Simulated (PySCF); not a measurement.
**EPR calculation, with input and output: SiPH4Cl (charge +1)**

- system: SiPH4Cl, charge +1, multiplicity 2
- method: UKS B3LYP, pcH-1 on Cl H P Si, non-relativistic, mean-field spin-orbit, GIAO (PySCF 2.14.0)

It belongs to a series of runs on one base structure; here: electron removed.

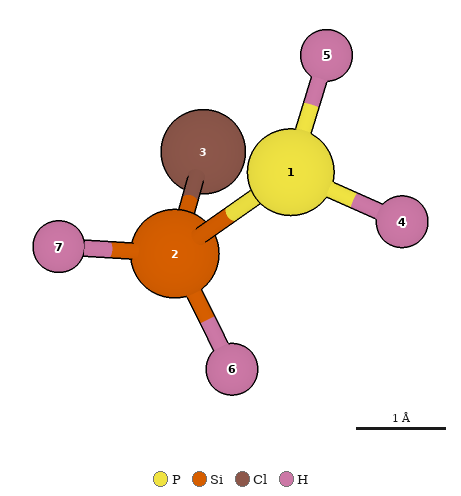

The structure as given in the input (ball-and-stick view, seen at a tilt; atoms are numbered from 1 in the order of the input). Bond lengths as drawn: Cl–Si 1.97 Å, H–P 1.39 Å, H–Si 1.45 to 1.46 Å and P–Si 2.41 Å.

## Summary

| quantity | value |
| --- | --- |
| outcome | converged |
| total energy | −1093.182616 hartree |
| ⟨S²⟩ | 0.753 |
| isotropic g | 2.0093 |
| hardware | 1 CPU thread, shared host |
| wall time | 15 s |
| peak memory | 0.54 GiB |

## Input
```
{"job": {"kind": "epr", "basis": "pcH-1"}, "charge": 1, "multiplicity": 2}
P      1.278117    -0.318471     0.338506
Si    -1.101410    -0.073242     0.008753
Cl    -1.412921     1.827858    -0.411965
H      2.005699    -0.720837    -0.775903
H      1.979629     0.851043     0.606224
H     -1.198226    -1.013143    -1.102176
H     -1.547554    -0.548304     1.309483
```

The first line tells a small driver script what to run in PySCF; the rest is the geometry in Å.

Run as:
```bash
OMP_NUM_THREADS=1 python <driver script> task.json out
```

## Log
```
UKS, coarse grid
  cycle   1  E = -1093.14475376  |g| = 2.91e-01
  cycle   2  E = -1093.12071147  |g| = 3.34e-01
  cycle   3  E = -1093.18011648  |g| = 7.47e-02
  cycle   4  E = -1093.18252544  |g| = 1.33e-02
  cycle   5  E = -1093.18261087  |g| = 3.36e-03
  cycle   6  E = -1093.18262113  |g| = 1.03e-03
  cycle   7  E = -1093.18262317  |g| = 4.01e-04
UKS, final grid
  cycle   1  E = -1093.18261595  |g| = 3.69e-04
  cycle   2  E = -1093.18261595  |g| = 4.14e-04
  cycle   3  E = -1093.18261605  |g| = 3.96e-05
  cycle   4  E = -1093.18261605  |g| = 2.77e-05
E = -1093.18261605 Eh   <S^2> = 0.7529 (exact 0.7500)
g shifts (ppm)      1          2          3
  rmc          -191       -191       -191
  gc              1         47         51
  oz_so        2308       6949      12126
  total        2118       6805      11985
hyperfine (MHz)  atom isotope    a_iso     a_fc   dipolar eigenvalues
    0   31P     659.32     660.98   -312.51   -300.10    612.62
    1  29Si       1.39       1.60    -11.65      5.56      6.08
    2  35Cl       4.59       3.95    -14.03    -13.00     27.03
    3    1H     -11.45     -11.56    -15.41      1.02     14.40
    4    1H     -16.30     -16.40    -15.34      1.01     14.33
    5    1H      36.14      36.13     -2.39     -1.16      3.55
    6    1H      -5.50      -5.50     -2.60     -1.95      4.55
```

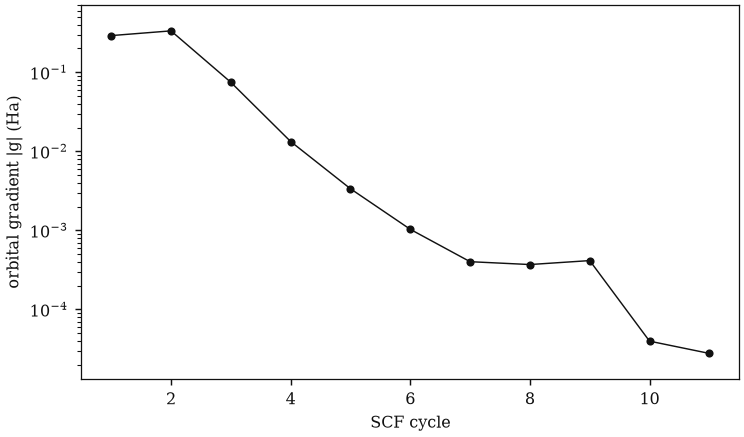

Convergence of the self-consistent field: orbital gradient |g| against the SCF cycle. All cycles printed in the log are drawn one after another.

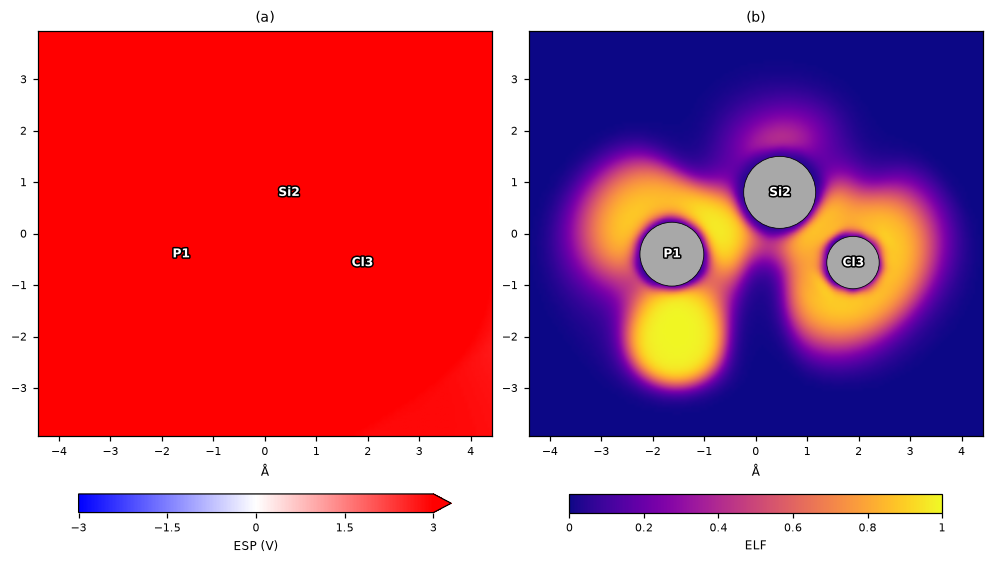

(a) molecular electrostatic potential; (b) electron localisation function on the plane of atoms P1, Si2 and Cl3. Grey discs, where drawn, cover atomic cores. Si–Cl (1.97 Å): the ELF peaks at about 0.85 between the atoms, which marks a shared but strongly polarised pair. Si–P (2.41 Å): the ELF peaks at about 0.95 between the atoms, which marks a shared electron pair. The potential has no marked negative region in this plane.

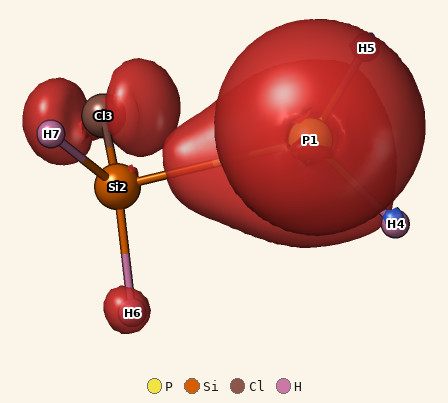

Isosurfaces of the spin density (α minus β) at +0.02 (red) and −0.02 e/Å³ (blue), seen at a tilt. The unpaired spin (1 electron) lies mostly on P1 (about 0.8), in electrons by Hirshfeld's partition.
